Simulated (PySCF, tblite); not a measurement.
# B11N11H14: electronic excitations, NMR shifts

What do calculations give for the electronic excitations, NMR shifts of B11N11H14?

Programs: tblite 0.8.0 and PySCF 2.14.0, with routines of our own; each step states its level. All values are computed. Atoms count from 0.

### Step 1. The starting structure

36 atoms, charge 0, multiplicity 1; geometry from: force field, distance geometry or constructed start.

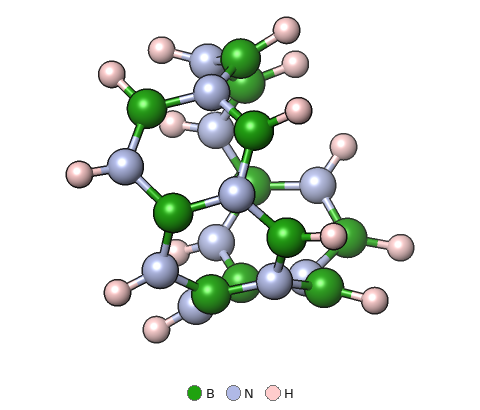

The starting geometry (boron green, nitrogen light blue, hydrogen pink).

### Step 2. Geometry optimisation with GFN2-xTB

The job: settings as JSON, then the geometry in Å.

```
{"job": {"kind": "relax", "xc": "GFN2-xTB", "basis": "xTB"}, "charge": 0, "multiplicity": 1}
B      2.637300     1.066100     0.256700
N      1.858500     2.147700    -0.300800
B      0.854300     2.663400     0.590700
N     -0.476000     2.670100     0.031300
B     -0.659500     2.609400    -1.394900
N     -1.766300     1.879300    -1.953100
B     -1.487800     2.146800     0.917700
N     -2.255100     1.070600     0.370300
B     -2.317600     0.884800    -1.067300
N     -2.371400    -0.437400    -1.617500
B     -2.426400    -0.059700     1.250200
N     -1.999200    -1.314000     0.700100
B     -1.888800    -1.466800    -0.730600
N     -0.834900    -2.277600    -1.290500
B     -1.179200    -2.097200     1.583800
N      0.089400    -2.483200     1.037700
B      0.282900    -2.481900    -0.403400
N      1.549700    -2.105700    -0.957500
B      1.210300    -2.275200     1.917400
N      2.262000    -1.466600     1.365400
B      2.368200    -1.308200    -0.071500
N      2.797200    -0.057000    -0.625400
H      3.091300     1.105900     1.342100
H      2.016400     2.514500    -1.252800
H      1.087500     3.058200     1.667700
H      0.086800     3.160000    -2.104000
H     -2.130000     2.054500    -2.908600
H     -1.667200     2.566100     1.999300
H     -2.722100    -0.634900    -2.578600
H     -2.869100     0.041200     2.332800
H     -0.877900    -2.680000    -2.246400
H     -1.519100    -2.405800     2.661000
H      1.852200    -2.373100    -1.915900
H      1.263000    -2.732300     2.995800
H      2.939000    -0.991600     1.989000
H      3.195000     0.031900    -1.585500
```

Launch:

```sh
OMP_NUM_THREADS=1 python large_run.py task.json out
```

The driver reads the jobs from task.json and runs them one after another.

The log of the run:

```text
step      E/eV     max force
  0   -1457.02610    2.115
  1   -1457.56086    1.561
  2   -1458.10745    1.074
  3   -1458.36681    0.888
  4   -1458.45890    0.526
  5   -1458.51352    0.460
  6   -1458.58443    0.378
  7   -1458.62295    0.337
  8   -1458.65963    0.296
  9   -1458.69062    0.340
 10   -1458.72213    0.403
 11   -1458.75542    0.342
 12   -1458.79025    0.437
 13   -1458.82378    0.410
 14   -1458.85112    0.308
 15   -1458.86925    0.247
 16   -1458.88073    0.203
 17   -1458.88976    0.187
 18   -1458.89745    0.160
 19   -1458.90479    0.145
 20   -1458.91163    0.150
 21   -1458.91644    0.138
 22   -1458.91941    0.101
 23   -1458.92191    0.099
 24   -1458.92483    0.089
 25   -1458.92777    0.096
 26   -1458.93015    0.090
 27   -1458.93216    0.085
 28   -1458.93418    0.083
 29   -1458.93605    0.063
 30   -1458.93733    0.056
 31   -1458.93816    0.052
 32   -1458.93898    0.049
 33   -1458.94002    0.055
 34   -1458.94105    0.065
 35   -1458.94183    0.049
 36   -1458.94242    0.040
 37   -1458.94301    0.045
 38   -1458.94362    0.047
 39   -1458.94416    0.047
 40   -1458.94460    0.037
 41   -1458.94505    0.035
 42   -1458.94557    0.043
 43   -1458.94604    0.037
 44   -1458.94638    0.027
 45   -1458.94660    0.027
 46   -1458.94682    0.025
 47   -1458.94704    0.027
 48   -1458.94724    0.028
 49   -1458.94741    0.036
 50   -1458.94758    0.036
 51   -1458.94777    0.029
 52   -1458.94797    0.030
 53   -1458.94815    0.026
 54   -1458.94832    0.022
 55   -1458.94851    0.033
 56   -1458.94873    0.034
 57   -1458.94894    0.025
 58   -1458.94909    0.025
 59   -1458.94919    0.020
 60   -1458.94928    0.018
```

Run time: 2.5 s. Hardware: 1 thread of Arm Neoverse N1, shared host; peak memory 0.16 GiB.

Along the way:

```tsv
step	energy from step 0 (eV)	largest force (eV/Å)
0	0.0000	2.1153
1	-0.5348	1.5610
2	-1.0813	1.0736
3	-1.3407	0.8881
4	-1.4328	0.5265
5	-1.4874	0.4597
6	-1.5583	0.3776
7	-1.5968	0.3362
8	-1.6335	0.2967
12	-1.7641	0.4368
16	-1.8546	0.2031
21	-1.8903	0.1377
25	-1.9017	0.0964
29	-1.9099	0.0641
34	-1.9149	0.0650
38	-1.9175	0.0474
42	-1.9195	0.0430
47	-1.9209	0.0271
51	-1.9217	0.0285
56	-1.9226	0.0332
57	-1.9228	0.0254
58	-1.9230	0.0241
59	-1.9231	0.0210
60	-1.9232	0.0182
```

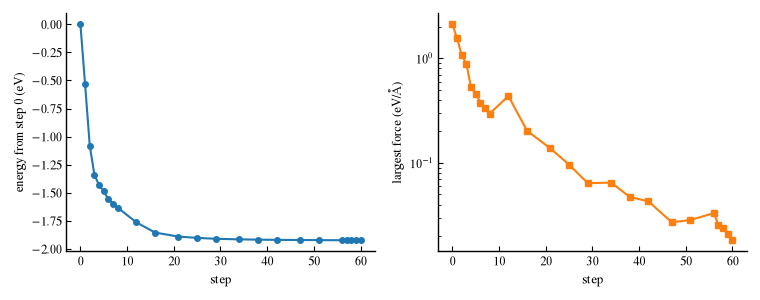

Energy and force, step by step.

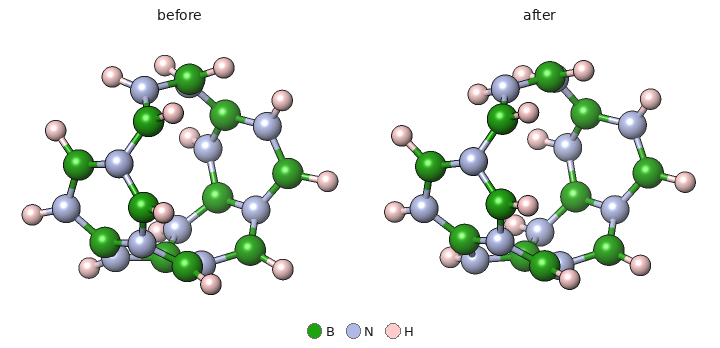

Before and after, at one scale.

Close pairs (by a distance rule), those that changed most:

```tsv
bond	before (Å)	after (Å)	change (Å)
N9–H28	1.042	1.009	-0.033
N17–H32	1.040	1.010	-0.030
N21–H35	1.043	1.013	-0.030
N5–H26	1.037	1.008	-0.029
N19–H34	1.036	1.007	-0.029
N13–H30	1.038	1.009	-0.029
B4–N5	1.439	1.411	-0.028
B18–N19	1.437	1.410	-0.027
```

The next job starts from the end point, and lists it.

### Step 3. Electronic excitations: TDDFT B3LYP/6-31G*

The job: settings as JSON, then the geometry in Å.

```
{"job": {"kind": "uv", "basis": "6-31G*", "grid": 1, "kgrid": 0, "vcut": 1.5, "nstates": 6, "ntriplets": 2, "tda": false, "delta": [], "pop": true, "xc": "B3LYP"}, "charge": 0, "multiplicity": 1}
B      2.687236     1.101347     0.313702
N      1.891542     2.134305    -0.253690
B      0.853354     2.775965     0.491581
N     -0.473403     2.761651    -0.065329
B     -0.793944     2.782806    -1.465045
N     -1.799012     1.918930    -1.949066
B     -1.416563     2.135556     0.834425
N     -2.211207     1.066705     0.322251
B     -2.235607     0.842796    -1.100846
N     -2.438037    -0.479397    -1.598663
B     -2.432884    -0.060179     1.199769
N     -2.035020    -1.333386     0.688385
B     -1.867245    -1.480557    -0.736646
N     -0.888509    -2.399367    -1.228077
B     -1.194092    -2.112213     1.568176
N      0.081661    -2.484250     1.047003
B      0.275020    -2.420014    -0.381953
N      1.558170    -2.075894    -0.906032
B      1.234333    -2.352537     1.905109
N      2.377012    -1.740456     1.350037
B      2.401290    -1.321622    -0.020579
N      2.965467    -0.072369    -0.467676
H      2.984895     1.145211     1.443303
H      1.659167     2.002999    -1.231369
H      1.056687     3.114117     1.592363
H     -0.218533     3.490542    -2.209384
H     -2.009310     1.898759    -2.935138
H     -1.418191     2.393091     1.977012
H     -2.429247    -0.628538    -2.596939
H     -2.749451     0.087570     2.316303
H     -0.766442    -2.482610    -2.226563
H     -1.463292    -2.259788     2.696629
H      1.635061    -1.932315    -1.902312
H      1.193482    -2.641656     3.038674
H      3.108079    -1.416695     1.962308
H      2.870983     0.063349    -1.467046
```

Level: TDDFT B3LYP/6-31G*, vertical, gas phase, core orbitals frozen in the response, virtual orbitals cut by energy.

The log of the run:

```text
start: PBE on a coarse grid of 30200 points
cycle   1  E = -883.5788048063  dE =  3.547e+00  |g| = 1.279e+00  |ddm| = 6.412e+00
cycle   2  E = -882.8688390624  dE =  7.100e-01  |g| = 2.166e+00  |ddm| = 3.249e+00
cycle   3  E = -883.9522819763  dE = -1.083e+00  |g| = 2.192e-01  |ddm| = 2.189e+00
cycle   4  E = -883.9643148138  dE = -1.203e-02  |g| = 7.434e-02  |ddm| = 2.779e-01
cycle   5  E = -883.9654486549  dE = -1.134e-03  |g| = 2.771e-02  |ddm| = 8.035e-02
cycle   6  E = -883.9656135191  dE = -1.649e-04  |g| = 1.041e-02  |ddm| = 3.559e-02
cycle   7  E = -883.9656409622  dE = -2.744e-05  |g| = 2.583e-03  |ddm| = 1.238e-02
final grid: 132853 points
cycle   8  E = -884.9729034397  dE = -7.470e-03  |g| = 1.231e-01  |ddm| = 3.125e-01
cycle   9  E = -884.9705185370  dE =  2.385e-03  |g| = 1.604e-01  |ddm| = 1.984e-01
cycle  10  E = -884.9760033946  dE = -5.485e-03  |g| = 1.083e-02  |ddm| = 1.178e-01
cycle  11  E = -884.9760329734  dE = -2.958e-05  |g| = 3.034e-03  |ddm| = 1.477e-02
cycle  12  E = -884.9760330507  dE = -7.725e-08  |g| = 9.418e-04  |ddm| = 3.204e-03
cycle  13  E = -884.9760363765  dE = -3.326e-06  |g| = 3.920e-04  |ddm| = 1.011e-03
cycle  14  E = -884.9760352478  dE =  1.129e-06  |g| = 7.881e-05  |ddm| = 3.688e-04
converged SCF energy = -884.9760352478

Static polarisability (au): isotropic 171.965, principal 161.960 172.275 181.660

Singlet excitations
state   eV       nm        f      main configurations
  1   5.3952    229.8   0.01436   H->L 0.89
  2   5.5261    224.4   0.00374   H-1->L 0.82
  3   5.6310    220.2   0.02585   H->L+1 0.78, H-2->L 0.11
  4   5.7646    215.1   0.00295   H-1->L+1 0.75, H-1->L 0.11
  5   5.9047    210.0   0.00587   H-2->L 0.67, H->L+1 0.12, H-1->L+1 0.09
  6   6.0670    204.4   0.01489   H->L+2 0.47, H-2->L+1 0.32

Triplet excitations (Tamm-Dancoff, eV): 5.0433 5.1869
```

It took 2.1 min on 1 thread of Arm Neoverse N1, shared host; peak memory 0.71 GiB.

Frontier orbitals and where they lie:

```tsv
orbital	eV	atoms
HOMO−4	-7.83	N17 19 %, N7 14 %, N9 8 %
HOMO−3	-7.31	N5 17 %, N19 16 %, N11 12 %
HOMO−2	-6.94	N3 16 %, N11 12 %, N15 12 %
HOMO−1	-6.56	N17 26 %, N13 20 %, N21 16 %
HOMO	-6.48	N9 16 %, N3 12 %, N21 10 %
LUMO	-0.28	B2 15 %, B6 15 %, B4 13 %
LUMO+1	-0.05	B4 22 %, B10 21 %, B2 10 %
LUMO+2	0.44	B0 22 %, B6 21 %, B8 11 %
LUMO+3	0.63	B14 34 %, B10 16 %, B18 10 %
```

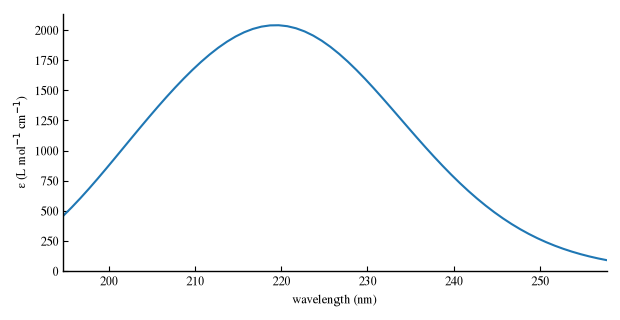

Absorption spectrum: each of the 6 states is a Gaussian band of 0.4 eV half-width at 1/e. Beyond the last state computed it falls off for lack of states.

Further results of this job:

```tsv
property	computed
dipole moment (D)	6.18
polarisability (Å³)	25.48
HOMO–LUMO gap (eV)	6.19
−ε(HOMO) (eV)	6.48
```

### Step 4. NMR shifts: GIAO KT3/pcSseg-1

Settings changed since step 3:

```diff
@@ -1,2 +1,2 @@
-{"job": {"kind": "uv", "basis": "6-31G*", "grid": 1, "kgrid": 0, "vcut": 1.5, "nstates": 6, "ntriplets": 2, "tda": false, "delta": [], "pop": true, "xc": "B3LYP"}, "charge": 0, "multiplicity": 1}
+{"job": {"kind": "nmr", "xc": "KT3", "basis": "pcSseg-1", "pop": false}, "charge": 0, "multiplicity": 1}
 B      2.687236     1.101347     0.313702
```

Method: GIAO KT3/pcSseg-1 NMR shielding, non-relativistic, gas phase.

The log of the run:

```text
start: PBE on a coarse grid of 30200 points
cycle   1  E = -883.2361428437  dE =  3.461e+00  |g| = 1.280e+00  |ddm| = 5.893e+00
cycle   2  E = -882.4825388190  dE =  7.536e-01  |g| = 2.232e+00  |ddm| = 3.147e+00
cycle   3  E = -883.5963461994  dE = -1.114e+00  |g| = 2.186e-01  |ddm| = 2.221e+00
cycle   4  E = -883.6080194459  dE = -1.167e-02  |g| = 7.642e-02  |ddm| = 2.767e-01
cycle   5  E = -883.6091926064  dE = -1.173e-03  |g| = 2.765e-02  |ddm| = 7.517e-02
cycle   6  E = -883.6093432253  dE = -1.506e-04  |g| = 1.139e-02  |ddm| = 3.331e-02
cycle   7  E = -883.6093735659  dE = -3.034e-05  |g| = 2.697e-03  |ddm| = 1.248e-02
final grid: 281159 points
cycle   8  E = -898.9829516482  dE = -4.441e-02  |g| = 1.461e-01  |ddm| = 5.107e-01
cycle   9  E = -898.9736908240  dE =  9.261e-03  |g| = 2.512e-01  |ddm| = 3.088e-01
cycle  10  E = -898.9876767062  dE = -1.399e-02  |g| = 1.401e-02  |ddm| = 1.958e-01
cycle  11  E = -898.9877242656  dE = -4.756e-05  |g| = 6.067e-03  |ddm| = 2.074e-02
cycle  12  E = -898.9877312819  dE = -7.016e-06  |g| = 2.187e-03  |ddm| = 6.598e-03
cycle  13  E = -898.9877327115  dE = -1.430e-06  |g| = 5.929e-04  |ddm| = 2.189e-03
cycle  14  E = -898.9877333929  dE = -6.814e-07  |g| = 1.604e-04  |ddm| = 6.123e-04
cycle  15  E = -898.9877322572  dE =  1.136e-06  |g| = 6.649e-05  |ddm| = 1.964e-04
converged SCF energy = -898.9877322572

GIAO shielding tensors (ppm)
atom      isotropic    diamagn.    paramagn.     s11        s22        s33       span
  0 B       74.030     207.945    -133.915     50.781     59.013    112.298     61.517
  1 N       98.784     342.371    -243.587     -2.898    108.285    190.965    193.864
  2 B       70.447     206.951    -136.504     51.341     53.036    106.964     55.622
  3 N       85.964     343.908    -257.944     -8.545     35.696    230.740    239.285
  4 B       76.178     209.455    -133.277     49.045     64.906    114.583     65.538
  5 N      133.417     334.090    -200.673     25.578    163.660    211.014    185.436
  6 B       74.650     207.789    -133.139     52.373     59.967    111.611     59.238
  7 N       92.410     346.779    -254.370      6.039     29.503    241.686    235.647
  8 B       79.579     214.809    -135.230     59.389     72.707    106.642     47.253
  9 N      156.547     337.918    -181.371     80.078    175.437    214.126    134.047
 10 B       70.325     205.911    -135.586     49.355     56.544    105.076     55.722
 11 N       89.626     347.627    -258.001      3.710     30.325    234.843    231.134
 12 B       76.806     216.739    -139.934     55.701     70.742    103.973     48.272
 13 N      154.794     339.434    -184.640     74.222    174.596    215.563    141.341
 14 B       70.540     204.650    -134.110     50.595     56.638    104.388     53.793
 15 N      100.319     344.239    -243.920     22.570     35.439    242.949    220.379
 16 B       77.653     215.441    -137.788     58.806     69.582    104.572     45.767
 17 N      148.410     341.199    -192.789     73.435    171.014    200.779    127.344
 18 B       74.248     203.170    -128.922     50.144     64.388    108.211     58.067
 19 N      141.956     332.887    -190.930     50.583    159.740    215.546    164.962
 20 B       77.431     212.192    -134.761     62.154     66.028    104.113     41.959
 21 N      144.075     339.975    -195.901     68.321    161.924    201.979    133.658
 22 H       27.383      38.334     -10.951     24.985     27.827     29.337      4.352
 23 H       28.015      47.503     -19.487     26.306     27.117     30.624      4.318
 24 H       26.860      35.844      -8.984     25.385     26.695     28.500      3.115
 25 H       27.018      34.368      -7.351     24.712     27.304     29.037      4.325
 26 H       26.791      35.740      -8.949     23.286     26.117     30.969      7.684
 27 H       26.959      36.169      -9.209     24.870     27.182     28.825      3.954
 28 H       28.413      40.204     -11.790     24.320     28.164     32.756      8.436
 29 H       26.639      34.526      -7.887     24.863     26.628     28.426      3.563
 30 H       28.656      41.621     -12.965     24.760     28.476     32.733      7.973
 31 H       26.731      33.623      -6.892     24.760     26.859     28.574      3.813
 32 H       28.643      44.015     -15.373     25.356     28.709     31.863      6.507
 33 H       27.189      32.055      -4.866     24.904     27.254     29.410      4.507
 34 H       27.040      34.414      -7.374     22.979     26.128     32.013      9.034
 35 H       29.025      44.232     -15.207     26.678     28.813     31.585      4.907
```

Wall time 99 s (1 thread of Arm Neoverse N1, shared host); peak memory 0.68 GiB.

Shifts follow as δ = σ(reference) − σ, with reference shieldings (ppm) from runs at the same level and on the same kind of geometry: 1H TMS 31.76, 15N NH3 264.4, 11B BF3·OEt2 100.0. The references are single molecules in the gas phase, so shifts against H2O, NH3, PH3, H3PO4 or CFCl3 are not on the usual liquid scales and can be off by tens of ppm.

```tsv
atoms	environment	σ (ppm)	δ (ppm)
H29	hydrogen on a boron bonded to 2 N	26.64	5.12
H31	hydrogen on a boron bonded to 2 N	26.73	5.03
H26	hydrogen on a nitrogen bonded to 2 B	26.79	4.97
H24	hydrogen on a boron bonded to 2 N	26.86	4.90
H27	hydrogen on a boron bonded to 2 N	26.96	4.80
H25	hydrogen on a boron bonded to 2 N	27.02	4.74
H34	hydrogen on a nitrogen bonded to 2 B	27.04	4.72
H33	hydrogen on a boron bonded to 2 N	27.19	4.57
H22	hydrogen on a boron bonded to 2 N	27.38	4.38
H23	hydrogen on a nitrogen bonded to 2 B	28.02	3.74
H28	hydrogen on a nitrogen bonded to 2 B	28.41	3.35
H32	hydrogen on a nitrogen bonded to 2 B	28.64	3.12
H30	hydrogen on a nitrogen bonded to 2 B	28.66	3.10
H35	hydrogen on a nitrogen bonded to 2 B	29.03	2.73
B10	boron bonded to 2 N, H	70.3	29.6
B2	boron bonded to 2 N, H	70.4	29.5
B14	boron bonded to 2 N, H	70.5	29.4
B0	boron bonded to 2 N, H	74.0	25.9
B18	boron bonded to 2 N, H	74.2	25.7
B6	boron bonded to 2 N, H	74.7	25.3
B4	boron bonded to 2 N, H	76.2	23.8
B12	boron bonded to 3 N	76.8	23.2
B20	boron bonded to 3 N	77.4	22.5
B16	boron bonded to 3 N	77.7	22.3
B8	boron bonded to 3 N	79.6	20.4
N3	nitrogen bonded to 3 B	86.0	178.4
N11	nitrogen bonded to 3 B	89.6	174.8
N7	nitrogen bonded to 3 B	92.4	172.0
N1	nitrogen bonded to 2 B, H	98.8	165.6
N15	nitrogen bonded to 3 B	100.3	164.1
N5	nitrogen bonded to 2 B, H	133.4	131.0
N19	nitrogen bonded to 2 B, H	142.0	122.4
N21	nitrogen bonded to 2 B, H	144.1	120.3
N17	nitrogen bonded to 2 B, H	148.4	116.0
N13	nitrogen bonded to 2 B, H	154.8	109.6
N9	nitrogen bonded to 2 B, H	156.5	107.8
```

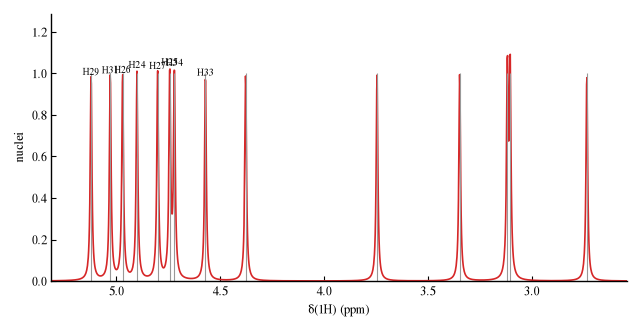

1H lines at the computed shifts, without couplings. Lines are broadened to a width of 0.01 ppm (Lorentzian).

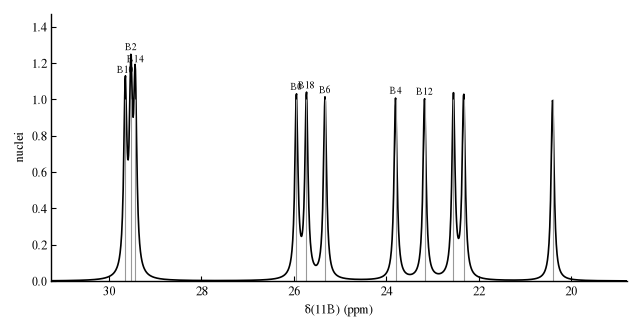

11B lines at the computed shifts, without couplings. Lines are broadened to a width of 0.08 ppm (Lorentzian).

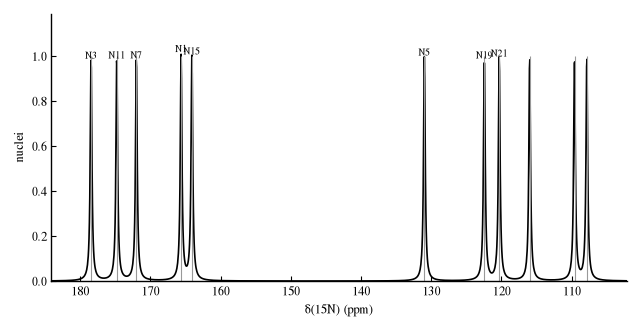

15N lines at the computed shifts, without couplings. Lines are broadened to a width of 0.28 ppm (Lorentzian).

Ring of atoms N3, B4, N5, B6, N7, B8: NICS(0) -1.9, NICS(1) -2.8, NICS(1)zz -3.8 ppm (means of both faces).

Ring of atoms N7, B8, N9, B10, N11, B12: NICS(0) -1.8, NICS(1) -2.4, NICS(1)zz -0.8 ppm (means of both faces; NICS(1) differs between them: -3.8 and -1.0).

Ring of atoms N11, B12, N13, B14, N15, B16: NICS(0) -1.9, NICS(1) -2.4, NICS(1)zz -0.8 ppm (means of both faces; NICS(1) differs between them: -3.8 and -0.9).

### Step 5. What came out

| quantity | value |
| --- | --- |
| lowest singlet (B3LYP/6-31G*) | 5.40 eV (230 nm), f = 0.014 |
| brightest single state of those computed | state 3, 5.63 eV, f = 0.026 |
| lowest triplet | 5.04 eV |
| 1H shifts against TMS (KT3/pcSseg-1) | 5.12, 5.03, 4.97, 4.90, 4.80, 4.74, 4.72, 4.57, 4.38, 3.74, 3.35, 3.12, 3.10, 2.73 ppm |
| 11B shifts against BF3·OEt2 (KT3/pcSseg-1) | 29.6, 29.5, 29.4, 25.9, 25.7, 25.3, 23.8, 23.2, 22.5, 22.3, 20.4 ppm |
| 15N shifts against NH3 (KT3/pcSseg-1) | 178.4, 174.8, 172.0, 165.6, 164.1, 131.0, 122.4, 120.3, 116.0, 109.6, 107.8 ppm |

In words: The lowest singlet, at 5.40 eV, is HOMO→LUMO 0.89 and is weak; of the 6 states computed, the strongest absorption comes from state 3 at 5.63 eV. The lowest triplet lies 0.35 eV below the lowest singlet (triplets in Tamm-Dancoff, singlets in full TDDFT).
